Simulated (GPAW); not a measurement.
## Property calculation of BH3Cl (charge −1)

BH3Cl, charge −1, computed with PBE/real-space grid, scalar-relativistic datasets (GPAW 26.7.0).

The geometry comes from this level: GFN2-xTB.

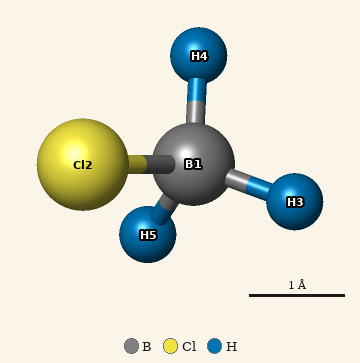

The structure as given in the input (ball-and-stick view, seen at a tilt; atoms are numbered from 1 in the order of the input).

### Input file (sp.py)
```python
from ase.io import read
from gpaw import GPAW

# Geometry
mol = read("gs.sdf")
mol.center(vacuum=5.5)

# Ground state
dft = GPAW(mode="fd", xc="PBE", maxiter=150, h=0.18, charge=-1, txt="-")
mol.calc = dft

energy = mol.get_potential_energy()
print(f"Energy: {energy:.5f} eV")
forces = mol.get_forces()
print("Forces (eV/Ang)")
for symbol, f in zip(mol.symbols, forces):
    print(f'{symbol:2} {f[0]:9.4f} {f[1]:9.4f} {f[2]:9.4f}')
homo, lumo = dft.get_homo_lumo()
print(f"HOMO = {homo:.3f} eV")
print(f"LUMO                    {lumo:.3f} eV")
print(f"Gap = {lumo - homo:.3f} eV")
```

### File gs.sdf
```

     RDKit          3D

  5  4  0  0  0  0  0  0  0  0999 V2000
   -0.0013    0.0016   -0.1670 B   0  0  0  0  0  0  0  0  0  0  0  0
    0.0136   -0.0211    1.7073 Cl  0  0  0  0  0  0  0  0  0  0  0  0
    1.1523    0.0114   -0.5222 H   0  0  0  0  0  0  0  0  0  0  0  0
   -0.5866    1.0057   -0.4970 H   0  0  0  0  0  0  0  0  0  0  0  0
   -0.5780   -0.9976   -0.5211 H   0  0  0  0  0  0  0  0  0  0  0  0
  2  1  1  0
  3  1  1  0
  4  1  1  0
  5  1  1  0
M  CHG  1   1  -1
M  END
$$$$
```

Machine: 1 thread of Arm Neoverse V2, 24 GiB of memory available, shared host.

Launch command:
```bash
python3 sp.py
```

### The program's output
```
__  _  _
 | _ |_)|_||  |
 |__||  | ||/\| - 26.7.0

units:  Angstrom and eV
cores:  1
OpenMP: False

Versions:
  Python: 3.12.14
  ASE:    3.29.0
  Numpy:  2.5.5
  Scipy:  1.18.1
  Libxc:  7.0.0

        _gpaw.cpython-312-aarch64-linux-gnu.so

Input parameters:
  mode=FD(),
  charge=-1,
  h=0.18,
  maxiter=150,
  xc=XC(name='PBE')

Diagonalizing LCAO Hamiltonian
Converting LCAO to fd mode
         .------------------------------.
        /|                              |
       / |                              |
      /  |                              |
     /   |                              |
    /    |                              |
   /     |                              |
  /      |                              |
 *       |                              |
 |       |                              |
 |       |                              |
 |       |          Cl                  |
 |       |                              |
 |       |         HB  H                |
 |       |        H                     |
 |       |                              |
 |       .------------------------------.
 |      /                              /
 |     /                              /
 |    /                              /
 |   /                              /
 |  /                              /
 | /                              /
 |/                              /
 *------------------------------*

Atoms  # Å, Bohr magnetons
|   | symbol |        x |        y |        z |    initial magnetic moments |
|---|--------|----------|----------|----------|-----------------------------|
| 0 |      B | 6.085300 | 6.499200 | 5.855200 | ( 0.0000,  0.0000,  0.0000) |
| 1 |     Cl | 6.100200 | 6.476500 | 7.729500 | ( 0.0000,  0.0000,  0.0000) |
| 2 |      H | 7.238900 | 6.509000 | 5.500000 | ( 0.0000,  0.0000,  0.0000) |
| 3 |      H | 5.500000 | 7.503300 | 5.525200 | ( 0.0000,  0.0000,  0.0000) |
| 4 |      H | 5.508600 | 5.500000 | 5.501100 | ( 0.0000,  0.0000,  0.0000) |

Unit cell  # Å
| periodic |         x |         y |         z |   lengths |    angles |
|----------|-----------|-----------|-----------|-----------|-----------|
|       no | 12.738900 |  0.000000 |  0.000000 | 12.738900 | 90.000000 |
|       no |  0.000000 | 13.003300 |  0.000000 | 13.003300 | 90.000000 |
|       no |  0.000000 |  0.000000 | 13.229500 | 13.229500 | 90.000000 |

Number of symmetries: 1
Symmetry operations  # r_c * U_cc + t_c -> r_c
|   | kind |            matrix            |
|---|------|------------------------------|
| 0 |  E   |  1, 0, 0,  0, 1, 0,  0, 0, 1 |

BZ-sampling:
  Number of BZ points: 1
  Number of IBZ points: 1

  Monkhorst-Pack size: [1, 1, 1]
  Monkhorst-Pack shift: [0, 0, 0]

K-points  # in reciprocal-cell coordinates
|   |                                coordinates |     weight |
|---|--------------------------------------------|------------|
| 0 | (  0.00000000,   0.00000000,   0.00000000) | 1.00000000 |

Uniform wave function grid shape: (np.int64(71), np.int64(71), np.int64(71))
Spin-components: 1 (collinear spins)
Bands:           11
Projectors:      19
Spin-degeneracy: 2
Datatype:        float64

  Storage: CPU
  Wave functions: 31_496_168 bytes (31_496_168 per core)

Parallelization:
  kpt:    1
  domain: 1
  band:   1

Density:
  Valence electrons: 13.0
  Components: 1
  Grid points: [72 72 72]
  Charge: -1.0  # |e|

Potential:
  Grid points: [72 72 72]

species:
  B:
    name:    Boron
    Z:       5.0
    valence: 3
    core:    2
    charge:  0.0  # [|e|]
    file:    B.PBE.gz
    compensation charges:
      type: gauss
      rc: 0.20  # [Å]
      lmax: 2
    cutoffs:
      filter: 1.14  # [Å]
      core: 1.38  # [Å]
    projectors
    | kind |    occ | energy [eV] | rcut [Å] |
    |------|--------|-------------|----------|
    |   2s |  2.000 |      -9.443 |    0.635 |
    |   2p |  1.000 |      -3.606 |    0.635 |
    |    s |        |      17.768 |    0.635 |
    |    p |        |      23.605 |    0.635 |
    |    d |        |       0.000 |    0.635 |

    Using partial waves for B as LCAO basis

  Cl:
    name:    Chlorine
    Z:       17.0
    valence: 7
    core:    10
    charge:  0.0  # [|e|]
    file:    Cl.PBE.gz
    compensation charges:
      type: gauss
      rc: 0.25  # [Å]
      lmax: 2
    cutoffs:
      filter: 1.40  # [Å]
      core: 1.49  # [Å]
    projectors
    | kind |    occ | energy [eV] | rcut [Å] |
    |------|--------|-------------|----------|
    |   3s |  2.000 |     -20.689 |    0.794 |
    |   3p |  5.000 |      -8.594 |    0.794 |
    |    s |        |       6.523 |    0.794 |
    |    p |        |      18.617 |    0.794 |
    |    d |        |       0.000 |    0.794 |

    Using partial waves for Cl as LCAO basis

  H:
    name:    Hydrogen
    Z:       1.0
    valence: 1
    core:    0
    charge:  0.0  # [|e|]
    file:    H.PBE.gz
    compensation charges:
      type: gauss
      rc: 0.15  # [Å]
      lmax: 2
    cutoffs:
      filter: 0.85  # [Å]
      core: 0.53  # [Å]
    projectors
    | kind |    occ | energy [eV] | rcut [Å] |
    |------|--------|-------------|----------|
    |   1s |  1.000 |      -6.494 |    0.476 |
    |    s |        |      20.717 |    0.476 |
    |    p |        |       0.000 |    0.476 |

    Using partial waves for H as LCAO basis

Reference energy: -13261.909450  # eV

eigensolver:
  PPCG
  Converge bands: occupied
  niter=2

density mixing:
  MSR1-Mixer
  Pratt-step length: 0.05
  Maximum mixing coefficient: 0.75
  Old densities: 10
  SVD Regularization: 0.005
  Good broyden scale: 1.0
  Trust region scale: 1.0
  Backstep threshold: 4.0
  History deletion threshold: 6.0
  Fourier metric: weight=20.0, sigma=0.015

occupation numbers:
  # Zero width

FastPoissonSolver using
    Stencil: 6*3+1=19 point O(h^6) finite-difference Laplacian
    FFT axes: []
    FST axes: [np.int64(0), np.int64(1), np.int64(2)]

xc functional:
  name: PBE with 2 nearest neighbor stencil
interpolation: tri-quintic # 5. degree polynomial

Initialization done in: 2.501 s

convergence criteria:
- Maximum [total energy] change in last 3 cyles: 0.0005 eV / valence electron
- Maximum integral of absolute [dens]ity change: 0.0001 electrons / valence electron
- Maximum integral of absolute [eigenst]ate change: 4e-08 eV^2 / valence electron
maximum number of iterations: 150

SCF iterations
|iter     |     time |      energy | eigst |  dens |
|---------|----------|-------------|-------|-------|
|iter:   1| 00:00:03 |  -21.822234 | +0.97 |       |
|iter:   2| 00:00:05 |  -21.818543 | -0.12 | -0.83 |
|iter:   3| 00:00:06 |  -21.406052 | +0.16 | -0.85 |
|iter:   4| 00:00:07 |  -21.419469 | -0.33 | -1.47 |
|iter:   5| 00:00:08 |  -21.424576 | -1.40 | -1.80 |
|iter:   6| 00:00:10 |  -21.426911 | -1.94 | -2.09 |
|iter:   7| 00:00:11 |  -21.426820c| -2.80 | -2.80 |
|iter:   8| 00:00:12 |  -21.426863c| -3.05 | -3.21 |
|iter:   9| 00:00:14 |  -21.426838c| -3.65 | -3.28 |
|iter:  10| 00:00:15 |  -21.426840c| -4.09 | -3.79 |
|iter:  11| 00:00:16 |  -21.426839c| -5.06 | -4.07c|
|iter:  12| 00:00:18 |  -21.426839c| -5.71 | -4.32c|
|iter:  13| 00:00:19 |  -21.426838c| -6.15 | -4.81c|
|iter:  14| 00:00:20 |  -21.426838c| -7.08 | -5.03c|
|iter:  15| 00:00:21 |  -21.426838c| -7.44c| -5.34c|

Converged in 15 steps
SCF loop duration: 18.444 s (1.230 s/step)
Energy contributions relative to reference atoms: (reference = -13261.909450)

Energy contributions:
  Kinetic:          24.300785
  Coulomb:         -21.809609
  Zero:              0.156071
  External:          0.000000
  Xc:              -24.074085
  Entropy:           0.000000
  Spinorbit:         0.000000
  ----------------------------
  Free energy:     -21.426838
  Extrapolated:    -21.426838

dipole moment: (-6.085981, -6.491146, -6.565490)  # |e|*Ang

Fermi level: 1.357
Eigenvalues  # (at kpt = [0.000, 0.000, 0.000])
| band index |      eig [eV] | occ [0-2] |
|------------|---------------|-----------|
|          0 |       -14.035 |     2.000 |
|          1 |        -6.364 |     2.000 |
|          2 |        -2.695 |     2.000 |
|          3 |        -2.692 |     2.000 |
|          4 |        -2.619 |     2.000 |
|          5 |        -0.579 |     2.000 |
|          6 |        -0.576 |     2.000 |
|          7 |         3.290 |     0.000 |
|          8 |         3.561 |     0.000 |
|          9 |         3.820 |     0.000 |
|         10 |         3.861 |     0.000 |

Gap: 3.866 eV
Transition (v -> c):
  (s=0, k=0, n=6, [0.00, 0.00, 0.00]) -> (s=0, k=0, n=7, [0.00, 0.00, 0.00])
No difference between direct/indirect transitions
vacuum-level: 0.000  # V
Energy: -21.42684 eV

Forces  # eV/Ang
|        x |        y |        z |
|----------|----------|----------|
| -0.00481 |  0.02855 | -0.38680 |  # B    0
| -0.00049 |  0.00306 |  1.19658 |  # Cl   1
|  0.38723 |  0.00804 | -0.28121 |  # H    2
| -0.19040 |  0.33620 | -0.25334 |  # H    3
| -0.19987 | -0.35123 | -0.27897 |  # H    4

Force computation time: 0.048  # s
Forces (eV/Ang)
B    -0.0048    0.0285   -0.3868
Cl   -0.0005    0.0031    1.1966
H     0.3872    0.0080   -0.2812
H    -0.1904    0.3362   -0.2533
H    -0.1999   -0.3512   -0.2790
HOMO = -0.576 eV
LUMO                    3.290 eV
Gap = 3.866 eV
```

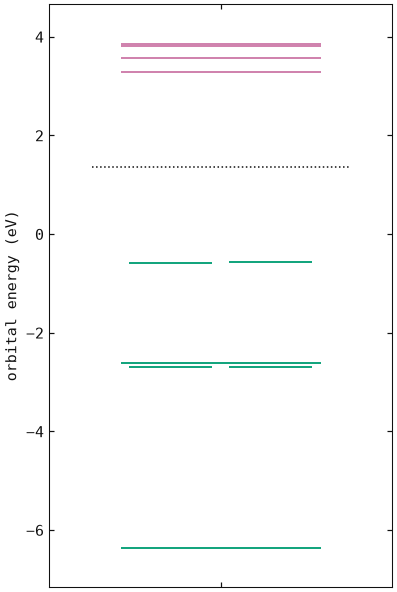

Orbital energies near the frontier; the dotted line parts filled from empty levels, and levels within 0.02 eV of each other stand side by side. Highest filled −0.58 eV, lowest empty 3.29 eV, 3.87 eV apart.

### Key numbers

| quantity | value |
| --- | --- |
| outcome | converged |
| energy relative to the program's reference atoms | −21.4268 eV |
| largest force | 1.197 eV/Å |
| HOMO | −0.58 eV |
| LUMO | 3.29 eV |
| wall time | 22 s |
| peak memory | 0.87 GiB |
